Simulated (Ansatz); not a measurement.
# TaN$_{2}$H$_{7}$ClO$_{2}$F: molecular dynamics (part 5 of 5)

Continued. System: TaN$_{2}$H$_{7}$ClO$_{2}$F. Method: RKS PBE/def2-SVP (Ansatz 0.2.0). It belongs to a series of runs on one base structure; here: dynamics from the highest image of the converged band.

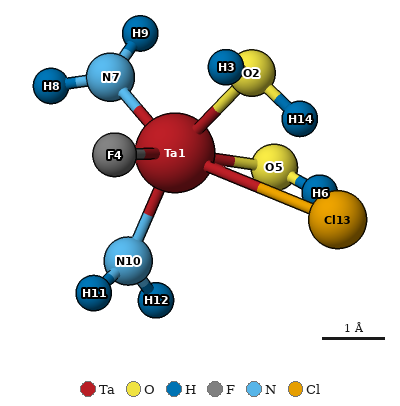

*The geometry at step 178 of the log (ball-and-stick view, seen at a tilt; atoms are numbered from 1 in the order of the input).*

Trajectory as extended XYZ, continued
```
14
Properties=species:S:1:pos:R:3:forces:R:3 step=152 time_fs=76.0 energy=-23960.31204 temperature=54.4
Ta   -0.2089   -0.1500    0.0930   -0.3762  -0.3534  -0.4739
O     1.9765    0.0612    0.0991   -0.0859   0.5709   0.1015
H     2.2963    0.1424    1.0228    0.0039   0.0619  -0.0391
F     0.1639   -0.0785    1.9785    0.1430   0.0053   0.0930
O     0.0446   -0.9078   -1.6284    0.4032  -0.3387   0.4267
H     0.6568   -1.7312   -1.5825   -0.2098   0.2921  -0.0521
N    -0.8839    1.6542   -0.3180    0.4207  -0.1151  -0.3979
H    -1.7209    2.0174    0.1130   -0.6267   0.3312   0.3753
H    -0.6224    2.2631   -1.1103    0.0820  -0.3031   0.1737
N    -1.7932   -1.2386    0.6038    0.1978   0.2358  -0.3429
H    -1.9920   -1.4223    1.5860   -0.0614  -0.0600   0.3509
H    -2.2836   -1.9267    0.0208    0.0460   0.0812  -0.0805
Cl    1.8809   -2.7217   -0.1926   -0.2540   0.1769  -0.1268
H     2.1949   -0.9372   -0.1380    0.3175  -0.5850  -0.0079
14
Properties=species:S:1:pos:R:3:forces:R:3 step=156 time_fs=78.0 energy=-23960.30503 temperature=49.9
Ta   -0.2096   -0.1503    0.0925   -0.2029  -0.3450  -0.4421
O     1.9823    0.0610    0.0979   -0.1720   0.9239   0.2197
H     2.3038    0.1349    1.0223   -0.0129   0.0641  -0.0667
F     0.1666   -0.0782    1.9805    0.1336   0.0005   0.0086
O     0.0500   -0.9099   -1.6304    0.3290  -0.2616   0.4928
H     0.6571   -1.7365   -1.5756   -0.1720   0.2710  -0.0555
N    -0.8868    1.6533   -0.3124    0.2902   0.1554  -0.5668
H    -1.7354    2.0141    0.1127   -0.3742   0.2492   0.2209
H    -0.6221    2.2540   -1.1215   -0.0415  -0.4638   0.4648
N    -1.7878   -1.2350    0.6034   -0.1102  -0.1318  -0.2449
H    -1.9844   -1.4435    1.5890   -0.0104  -0.0013   0.0184
H    -2.2736   -1.9203   -0.0020    0.1880   0.2995   0.1687
Cl    1.8767   -2.7195   -0.1912   -0.2783   0.1276  -0.1204
H     2.1898   -0.9220   -0.1411    0.4335  -0.8879  -0.0975
14
Properties=species:S:1:pos:R:3:forces:R:3 step=159 time_fs=79.5 energy=-23960.32626 temperature=63.4
Ta   -0.2102   -0.1506    0.0922    0.0084  -0.2705  -0.3562
O     1.9865    0.0623    0.0973   -0.1712   0.6341   0.0940
H     2.3092    0.1309    1.0205   -0.0039   0.0768  -0.0131
F     0.1688   -0.0780    1.9820    0.1127  -0.0070  -0.0609
O     0.0545   -0.9118   -1.6311    0.1326  -0.0308   0.4996
H     0.6530   -1.7337   -1.5718   -0.0174   0.0681  -0.0771
N    -0.8884    1.6528   -0.3092   -0.4344   0.1886   0.0116
H    -1.7561    2.0181    0.1184    0.3029  -0.0211  -0.1342
H    -0.6226    2.2361   -1.1192    0.0127  -0.2132   0.2071
N    -1.7840   -1.2324    0.6026   -0.1925  -0.2102   0.1050
H    -1.9791   -1.4595    1.5925    0.0416   0.0694  -0.3038
H    -2.2618   -1.9087   -0.0156    0.1209   0.2229   0.1538
Cl    1.8734   -2.7177   -0.1903   -0.2495   0.1195  -0.1016
H     2.1965   -0.9317   -0.1456    0.3372  -0.6264  -0.0241
14
Properties=species:S:1:pos:R:3:forces:R:3 step=163 time_fs=81.5 energy=-23960.33239 temperature=67.5
Ta   -0.2109   -0.1511    0.0916    0.3545  -0.1110  -0.2117
O     1.9916    0.0651    0.0967   -0.1190  -0.0734  -0.1547
H     2.3163    0.1282    1.0178    0.0044   0.0994   0.0615
F     0.1719   -0.0778    1.9840    0.0730  -0.0230  -0.1533
O     0.0608   -0.9144   -1.6310   -0.1563   0.3001   0.4717
H     0.6477   -1.7287   -1.5695    0.2072  -0.2359  -0.1046
N    -0.8918    1.6526   -0.3046   -0.9902  -0.1328   0.7624
H    -1.7726    2.0223    0.1209    0.7105  -0.1768  -0.3483
H    -0.6222    2.2068   -1.1114    0.1720   0.2685  -0.3777
N    -1.7792   -1.2294    0.6019   -0.0720  -0.0323   0.3807
H    -1.9706   -1.4786    1.5873    0.0306   0.0833  -0.3227
H    -2.2430   -1.8869   -0.0296   -0.1196  -0.0890  -0.0813
Cl    1.8688   -2.7152   -0.1892   -0.1681   0.1315  -0.0747
H     2.2158   -0.9635   -0.1518    0.0730  -0.0086   0.1528
14
Properties=species:S:1:pos:R:3:forces:R:3 step=167 time_fs=83.5 energy=-23960.33118 temperature=66.6
Ta   -0.2116   -0.1516    0.0909    0.6872   0.0461  -0.0941
O     1.9965    0.0678    0.0957   -0.0486  -0.5745  -0.2191
H     2.3234    0.1293    1.0171   -0.0303   0.1193   0.0239
F     0.1752   -0.0776    1.9856    0.0364  -0.0415  -0.2308
O     0.0667   -0.9164   -1.6298   -0.2220   0.3211   0.4327
H     0.6497   -1.7318   -1.5710    0.2148  -0.2278  -0.1087
N    -0.8976    1.6520   -0.2982   -0.3683  -0.3852   0.3972
H    -1.7650    2.0211    0.1116    0.1328   0.0789  -0.0819
H    -0.6158    2.1862   -1.1159    0.1349   0.2695  -0.3203
N    -1.7747   -1.2265    0.6020    0.0171   0.0961   0.0580
H    -1.9613   -1.4949    1.5712   -0.0707  -0.0270   0.1224
H    -2.2284   -1.8680   -0.0462   -0.2322  -0.2221  -0.1753
Cl    1.8640   -2.7126   -0.1882   -0.0805   0.1342  -0.0597
H     2.2379   -0.9964   -0.1523   -0.1704   0.4129   0.2555
14
Properties=species:S:1:pos:R:3:forces:R:3 step=170 time_fs=85.0 energy=-23960.31805 temperature=58.3
Ta   -0.2119   -0.1519    0.0905    0.8771   0.1251  -0.0292
O     2.0001    0.0691    0.0947    0.0026  -0.7469  -0.1572
H     2.3280    0.1331    1.0172   -0.0701   0.1325  -0.0459
F     0.1777   -0.0775    1.9865    0.0196  -0.0528  -0.2748
O     0.0708   -0.9173   -1.6282   -0.1083   0.1183   0.3979
H     0.6564   -1.7397   -1.5749    0.0677   0.0022  -0.0900
N    -0.9027    1.6509   -0.2927    0.4963  -0.3938  -0.4138
H    -1.7547    2.0216    0.1020   -0.5495   0.3805   0.2289
H    -0.6076    2.1775   -1.1272   -0.0408  -0.0114   0.1508
N    -1.7712   -1.2242    0.6023   -0.1016  -0.0457  -0.3444
H    -1.9559   -1.5075    1.5611   -0.1309  -0.1021   0.3761
H    -2.2229   -1.8589   -0.0627   -0.1413  -0.0828  -0.0042
Cl    1.8603   -2.7105   -0.1874   -0.0358   0.1144  -0.0547
H     2.2508   -1.0117   -0.1466   -0.2851   0.5624   0.2604
14
Properties=species:S:1:pos:R:3:forces:R:3 step=174 time_fs=87.0 energy=-23960.31236 temperature=54.7
Ta   -0.2123   -0.1524    0.0898    1.0156   0.1526   0.0607
O     2.0048    0.0691    0.0929    0.0282  -0.7502  -0.0707
H     2.3319    0.1426    1.0159   -0.0912   0.1522  -0.0690
F     0.1811   -0.0774    1.9872    0.0134  -0.0595  -0.3200
O     0.0761   -0.9184   -1.6253    0.0373  -0.1215   0.3273
H     0.6671   -1.7492   -1.5829   -0.1090   0.2809  -0.0394
N    -0.9083    1.6485   -0.2863    0.6579  -0.1540  -0.8191
H    -1.7589    2.0348    0.0966   -0.5366   0.3712   0.2187
H    -0.5986    2.1648   -1.1362   -0.1953  -0.2062   0.5198
N    -1.7670   -1.2214    0.6019   -0.3961  -0.4152  -0.3780
H    -1.9528   -1.5274    1.5589   -0.0946  -0.0354   0.1521
H    -2.2196   -1.8487   -0.0838    0.0154   0.1350   0.2736
Cl    1.8554   -2.7076   -0.1865   -0.0204   0.0616  -0.0448
H     2.2585   -1.0132   -0.1305   -0.3247   0.5887   0.1890
14
Properties=species:S:1:pos:R:3:forces:R:3 step=178 time_fs=89.0 energy=-23960.33232 temperature=67.4
Ta   -0.2125   -0.1528    0.0892    1.0192   0.0906   0.1861
O     2.0097    0.0674    0.0910   -0.0308  -0.4565  -0.0166
H     2.3323    0.1580    1.0122   -0.0634   0.1718   0.0103
F     0.1846   -0.0775    1.9873    0.0199  -0.0560  -0.3599
O     0.0814   -0.9197   -1.6216   -0.0108  -0.0602   0.2303
H     0.6742   -1.7490   -1.5924   -0.0830   0.2550   0.0143
N    -0.9123    1.6458   -0.2820   -0.3393   0.1375  -0.1534
H    -1.7806    2.0607    0.0983    0.3904  -0.0999  -0.1709
H    -0.5962    2.1457   -1.1276   -0.0915   0.0224   0.1862
N    -1.7638   -1.2196    0.6005   -0.5353  -0.5914   0.0981
H    -1.9531   -1.5484    1.5619    0.0050   0.1348  -0.3054
H    -2.2164   -1.8343   -0.0954   -0.0078   0.0902   0.2552
Cl    1.8504   -2.7047   -0.1856   -0.0542  -0.0071  -0.0219
H     2.2541   -0.9930   -0.1074   -0.2183   0.3688   0.0475
14
Properties=species:S:1:pos:R:3:forces:R:3 step=181 time_fs=90.5 energy=-23960.33033 temperature=66.1
Ta   -0.2124   -0.1531    0.0887    0.9533   0.0085   0.2938
O     2.0132    0.0653    0.0896   -0.1304   0.0269   0.0720
H     2.3310    0.1737    1.0095   -0.0387   0.1737   0.0540
F     0.1871   -0.0777    1.9869    0.0281  -0.0495  -0.3868
O     0.0854   -0.9208   -1.6184   -0.1657   0.1652   0.1517
H     0.6775   -1.7425   -1.5993    0.0578   0.0515   0.0426
N    -0.9158    1.6439   -0.2791   -0.8450   0.1213   0.3854
H    -1.7896    2.0788    0.0964    0.7534  -0.3272  -0.2944
H    -0.5969    2.1314   -1.1158    0.0801   0.2956  -0.2700
N    -1.7624   -1.2193    0.5996   -0.4501  -0.4704   0.3458
H    -1.9535   -1.5611    1.5578    0.0322   0.1826  -0.3582
H    -2.2142   -1.8212   -0.0978   -0.1328  -0.0885   0.0499
Cl    1.8467   -2.7025   -0.1849   -0.0988  -0.0600   0.0008
H     2.2452   -0.9683   -0.0886   -0.0434  -0.0299  -0.0866
14
Properties=species:S:1:pos:R:3:forces:R:3 step=185 time_fs=92.5 energy=-23960.32062 temperature=59.9
Ta   -0.2122   -0.1535    0.0882    0.8361  -0.0879   0.4157
O     2.0177    0.0629    0.0879   -0.2915   0.8733   0.2709
H     2.3280    0.2005    1.0074   -0.0312   0.1319   0.0021
F     0.1907   -0.0779    1.9856    0.0384  -0.0423  -0.4052
O     0.0904   -0.9218   -1.6138   -0.3448   0.4290   0.0447
H     0.6844   -1.7329   -1.6071    0.2212  -0.1939   0.0697
N    -0.9223    1.6416   -0.2745   -0.4328  -0.0562   0.2153
H    -1.7785    2.0929    0.0850    0.3103  -0.1704  -0.0529
H    -0.5950    2.1222   -1.1091    0.1459   0.3344  -0.3791
N    -1.7615   -1.2200    0.5991   -0.2656  -0.1960   0.1252
H    -1.9532   -1.5726    1.5420   -0.0273   0.0727   0.0570
H    -2.2161   -1.8071   -0.1000   -0.2392  -0.2396  -0.1586
Cl    1.8416   -2.6996   -0.1841   -0.1489  -0.1184   0.0234
H     2.2328   -0.9387   -0.0668    0.2294  -0.7367  -0.2282
14
Properties=species:S:1:pos:R:3:forces:R:3 step=189 time_fs=94.5 energy=-23960.30974 temperature=53.0
Ta   -0.2118   -0.1540    0.0877    0.7635  -0.1025   0.4922
O     2.0215    0.0624    0.0867   -0.3679   1.1512   0.3369
H     2.3237    0.2321    1.0053   -0.0264   0.0421  -0.0872
F     0.1942   -0.0783    1.9836    0.0436  -0.0433  -0.3873
O     0.0945   -0.9219   -1.6092   -0.2736   0.3422  -0.0746
H     0.6990   -1.7296   -1.6121    0.1395  -0.1082   0.1021
N    -0.9298    1.6392   -0.2694    0.6999  -0.1680  -0.7552
H    -1.7572    2.1015    0.0723   -0.6136   0.2824   0.3728
H    -0.5883    2.1245   -1.1148   -0.0350  -0.0086   0.1469
N    -1.7614   -1.2213    0.5988   -0.2886  -0.1877  -0.4140
H    -1.9540   -1.5813    1.5284   -0.0948  -0.0561   0.4570
H    -2.2263   -1.8013   -0.1070   -0.1188  -0.1001  -0.0212
Cl    1.8363   -2.6969   -0.1832   -0.1463  -0.1510   0.0280
H     2.2286   -0.9356   -0.0533    0.3184  -0.8922  -0.1964
14
Properties=species:S:1:pos:R:3:forces:R:3 step=193 time_fs=96.5 energy=-23960.32609 temperature=63.3
Ta   -0.2112   -0.1544    0.0873    0.7595  -0.0373   0.5522
O     2.0244    0.0645    0.0864   -0.3478   0.5531   0.1403
H     2.3186    0.2653    1.0002    0.0147  -0.0404  -0.0629
F     0.1979   -0.0787    1.9807    0.0410  -0.0523  -0.3331
O     0.0980   -0.9212   -1.6047   -0.0387   0.0337  -0.2073
H     0.7184   -1.7299   -1.6132   -0.1028   0.1765   0.1291
N    -0.9357    1.6365   -0.2663    0.7370   0.1065  -1.0390
H    -1.7560    2.1191    0.0724   -0.5137   0.1973   0.3504
H    -0.5828    2.1270   -1.1158   -0.1486  -0.1984   0.4364
N    -1.7621   -1.2231    0.5976   -0.4932  -0.4705  -0.3911
H    -1.9580   -1.5914    1.5302   -0.0379   0.0445   0.2036
H    -2.2410   -1.7991   -0.1146    0.0574   0.0950   0.2154
Cl    1.8309   -2.6943   -0.1823   -0.0795  -0.1538   0.0275
H     2.2357   -0.9640   -0.0468    0.1526  -0.2539  -0.0216
14
Properties=species:S:1:pos:R:3:forces:R:3 step=196 time_fs=98.0 energy=-23960.33029 temperature=66.0
Ta   -0.2107   -0.1547    0.0871    0.7633   0.0247   0.6083
O     2.0260    0.0670    0.0864   -0.3417   0.0336  -0.0531
H     2.3150    0.2895    0.9948    0.0575  -0.0750   0.0130
F     0.2007   -0.0791    1.9781    0.0344  -0.0607  -0.2797
O     0.1006   -0.9205   -1.6017    0.0683  -0.1030  -0.3005
H     0.7309   -1.7264   -1.6109   -0.2157   0.2856   0.1219
N    -0.9388    1.6345   -0.2657   -0.0177   0.4301  -0.5660
H    -1.7679    2.1373    0.0811    0.1865  -0.2413   0.0613
H    -0.5819    2.1245   -1.1065   -0.0759  -0.0825   0.2368
N    -1.7635   -1.2253    0.5960   -0.5615  -0.6078  -0.0159
H    -1.9621   -1.5981    1.5371    0.0455   0.1941  -0.1855
H    -2.2510   -1.7956   -0.1156    0.0770   0.1004   0.2296
Cl    1.8268   -2.6925   -0.1816   -0.0064  -0.1400   0.0388
H     2.2453   -0.9933   -0.0429   -0.0136   0.2419   0.0910
14
Properties=species:S:1:pos:R:3:forces:R:3 step=200 time_fs=100.0 energy=-23960.30696 temperature=51.2
Ta   -0.2099   -0.1552    0.0870    0.7074   0.0820   0.6868
O     2.0274    0.0705    0.0862   -0.3436  -0.3500  -0.1726
H     2.3122    0.3190    0.9881    0.0844  -0.1088   0.0530
F     0.2045   -0.0798    1.9742    0.0235  -0.0698  -0.2060
O     0.1041   -0.9199   -1.5983   -0.0126   0.0076  -0.3954
H     0.7409   -1.7128   -1.6039   -0.1415   0.1365   0.0673
N    -0.9431    1.6330   -0.2662   -0.7021   0.4240   0.1712
H    -1.7762    2.1525    0.0942    0.6925  -0.5760  -0.1664
H    -0.5826    2.1197   -1.0881    0.1314   0.2372  -0.2863
N    -1.7667   -1.2296    0.5939   -0.3743  -0.4314   0.3395
H    -1.9659   -1.6004    1.5400    0.0799   0.2478  -0.3358
H    -2.2624   -1.7884   -0.1102   -0.0572  -0.0734   0.0131
Cl    1.8213   -2.6902   -0.1806    0.0819  -0.1147   0.0769
H     2.2572   -1.0236   -0.0345   -0.1698   0.5891   0.1546
```

The run was set up as follows.

Input
```yaml
crystal:
  periodic: [false, false, false]
  atoms:
    - { symbol: Ta, position_ang: [-0.229094, -0.148683, 0.102522] }
    - { symbol: O, position_ang: [1.964568, 0.034529, 0.118007] }
    - { symbol: H, position_ang: [2.299984, 0.225003, 1.017908] }
    - { symbol: F, position_ang: [0.166522, -0.084745, 1.986722] }
    - { symbol: O, position_ang: [0.084416, -0.998304, -1.540379] }
    - { symbol: H, position_ang: [0.742404, -1.783239, -1.495357] }
    - { symbol: "N", position_ang: [-0.829631, 1.661427, -0.379167] }
    - { symbol: H, position_ang: [-1.614657, 2.177621, 0.029314] }
    - { symbol: H, position_ang: [-0.455191, 2.156549, -1.197017] }
    - { symbol: "N", position_ang: [-1.882814, -1.114568, 0.6045] }
    - { symbol: H, position_ang: [-2.151765, -1.285113, 1.579771] }
    - { symbol: H, position_ang: [-2.423616, -1.716437, -0.026589] }
    - { symbol: Cl, position_ang: [1.980639, -2.734415, -0.26813] }
    - { symbol: H, position_ang: [2.237834, -1.005526, -0.065309] }
basis:
  gaussian: { orbitals: def2-SVP }
hamiltonian:
  xc: pbe
md:
  timestep: 0.5
  n_steps: 200
  ensemble: nve
  temperature: 100.0
  initial_velocities: maxwell_boltzmann
  seed: 3675
```

Run as:
```bash
ansatz run input.yaml --threads 4 --pin off --max-ram 5120MiB --backend cpu --events-out ev --progress --plain --runs-dir out
```

Summary

```csv
quantity,value
outcome,finished
mean temperature over the second half,56 K
trajectory,"200 steps, 100 fs"
ensemble,nve
temperature in the input,100.0 K
time step,0.5 fs
potential energy (last step),−23960.3070 eV
mean-field energy (last step),−23960.3070 eV
largest force (length of the vector) (last step),0.989 eV/Å
hardware,"4 threads of AMD EPYC (Zen 5), 32 GiB of memory available, shared host"
wall time,3.2 min (CPU time 12 min)
peak memory,0.25 GiB
```

Notes

So short a trajectory is not equilibrated.
